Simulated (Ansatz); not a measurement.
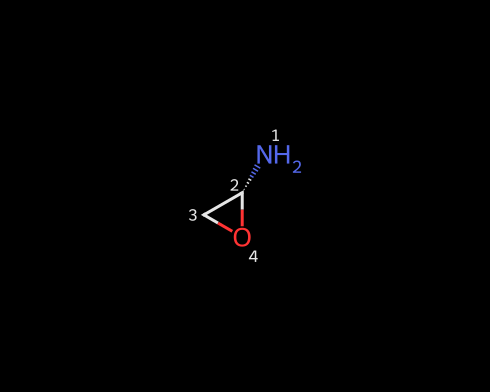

Skeletal drawing with numbered atoms; wedges and dashes mark any stereocentres. The configuration is that of a computed structure (PBE0-D4/def2-TZVP).

Q: What are the Cahn–Ingold–Prelog descriptors?

A: C2: R.
